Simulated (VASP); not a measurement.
Band structure of PbO$_{2}$ (space group P4_2/mnm). Computed with PBE GGA, VASP's PBE PAW potentials (set 64) (plane waves; VASP 6.6.1).

Unless said otherwise, spin-orbit coupling is left out, though it shifts the bands of the heavy elements here.

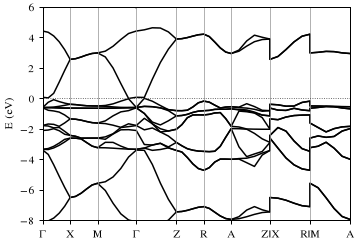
Bands along high-symmetry lines, zero at the valence-band maximum or, without a gap, the Fermi level

Problem. Read the plot: is there a gap, and where are the band edges?

Solution. It has no gap at this level: it comes out as a metal or semimetal.

The structure is a typed PbO2 crystal (P4_2/mnm). The cell was not relaxed at this level.
